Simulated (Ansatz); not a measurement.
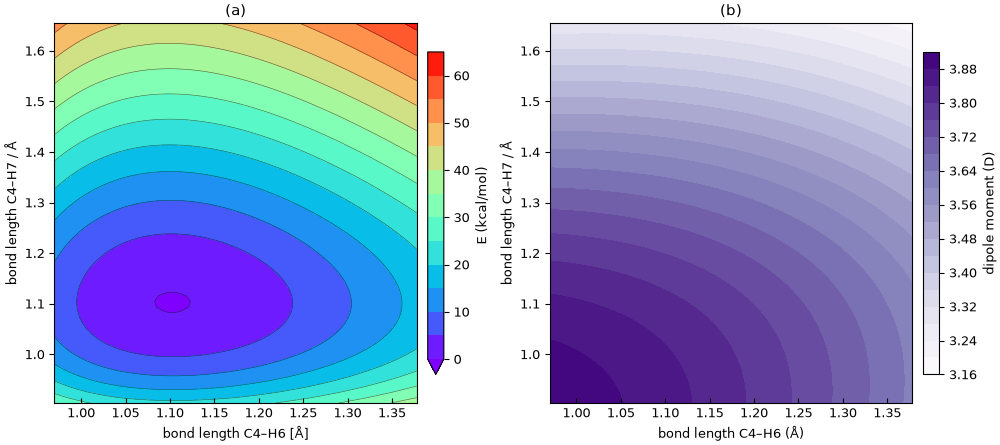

C2H2O3, SMILES O=C1OCO1. Coordinates scanned: (1) bond length C4–H6; (2) bond length C4–H7. Nothing is relaxed (all other coordinates rigid). The scan uses a 15 × 15 grid. Energies: kcal/mol, counted from the lowest grid point. The reference is spin-restricted, which grows unreliable where a bond is stretched far. These are results of RKS SPW92 (LDA)/def2-TZVP (Ansatz 0.2.0), not measurements.

Panel (a) is the energy; panel (b) is the computed dipole moment, in D.

Drawn: filled contours. Between grid points the surface is interpolated.

**How does the dipole moment vary over the map, and what is it at the lowest grid point?**

Leaving out the highest fifth of the energies, it runs from 3.40 D at bond length C4–H6 = 1.203 Å, bond length C4–H7 = 1.547 Å to 3.91 D at bond length C4–H6 = 0.970 Å, bond length C4–H7 = 0.904 Å. At the lowest grid point, bond length C4–H6 = 1.116 Å, bond length C4–H7 = 1.118 Å, it is 3.80 D.

| bond length C4–H7 ↓, bond length C4–H6 → | 0.970 | 0.999 | 1.029 | 1.058 | 1.087 | 1.116 | 1.145 | 1.174 | 1.203 | 1.232 | 1.262 | 1.291 | 1.320 | 1.349 | 1.378 |
| --- | --- | --- | --- | --- | --- | --- | --- | --- | --- | --- | --- | --- | --- | --- | --- |
| 1.654 | 3.29 | 3.29 | 3.29 | 3.29 | 3.29 | 3.29 | 3.28 | 3.27 | 3.27 | 3.26 | 3.24 | 3.23 | 3.22 | 3.20 | 3.18 |
| 1.600 | 3.36 | 3.36 | 3.36 | 3.36 | 3.36 | 3.35 | 3.35 | 3.34 | 3.33 | 3.32 | 3.31 | 3.29 | 3.28 | 3.26 | 3.24 |
| 1.547 | 3.43 | 3.43 | 3.43 | 3.43 | 3.42 | 3.42 | 3.41 | 3.41 | 3.40 | 3.38 | 3.37 | 3.35 | 3.34 | 3.32 | 3.30 |
| 1.493 | 3.50 | 3.50 | 3.50 | 3.49 | 3.49 | 3.48 | 3.48 | 3.47 | 3.46 | 3.44 | 3.43 | 3.41 | 3.40 | 3.38 | 3.35 |
| 1.440 | 3.56 | 3.56 | 3.56 | 3.55 | 3.55 | 3.54 | 3.53 | 3.52 | 3.51 | 3.50 | 3.48 | 3.47 | 3.45 | 3.43 | 3.41 |
| 1.386 | 3.62 | 3.62 | 3.62 | 3.61 | 3.61 | 3.60 | 3.59 | 3.58 | 3.57 | 3.55 | 3.54 | 3.52 | 3.50 | 3.48 | 3.45 |
| 1.332 | 3.68 | 3.67 | 3.67 | 3.67 | 3.66 | 3.65 | 3.64 | 3.63 | 3.62 | 3.60 | 3.58 | 3.56 | 3.54 | 3.52 | 3.50 |
| 1.279 | 3.73 | 3.72 | 3.72 | 3.71 | 3.71 | 3.70 | 3.69 | 3.67 | 3.66 | 3.64 | 3.62 | 3.60 | 3.58 | 3.56 | 3.53 |
| 1.225 | 3.77 | 3.77 | 3.76 | 3.75 | 3.75 | 3.74 | 3.72 | 3.71 | 3.69 | 3.68 | 3.66 | 3.64 | 3.61 | 3.59 | 3.56 |
| 1.172 | 3.81 | 3.80 | 3.80 | 3.79 | 3.78 | 3.77 | 3.76 | 3.74 | 3.73 | 3.71 | 3.69 | 3.66 | 3.64 | 3.61 | 3.59 |
| 1.118 | 3.84 | 3.84 | 3.83 | 3.82 | 3.81 | 3.80 | 3.78 | 3.77 | 3.75 | 3.73 | 3.71 | 3.69 | 3.66 | 3.63 | 3.61 |
| 1.065 | 3.87 | 3.86 | 3.85 | 3.84 | 3.83 | 3.82 | 3.80 | 3.79 | 3.77 | 3.75 | 3.73 | 3.70 | 3.68 | 3.65 | 3.62 |
| 1.011 | 3.89 | 3.88 | 3.87 | 3.86 | 3.85 | 3.83 | 3.82 | 3.80 | 3.78 | 3.76 | 3.74 | 3.71 | 3.69 | 3.66 | 3.63 |
| 0.958 | 3.90 | 3.89 | 3.88 | 3.87 | 3.86 | 3.84 | 3.83 | 3.81 | 3.79 | 3.77 | 3.74 | 3.72 | 3.69 | 3.66 | 3.63 |
| 0.904 | 3.91 | 3.90 | 3.89 | 3.88 | 3.86 | 3.85 | 3.83 | 3.81 | 3.79 | 3.77 | 3.74 | 3.72 | 3.69 | 3.66 | 3.63 |
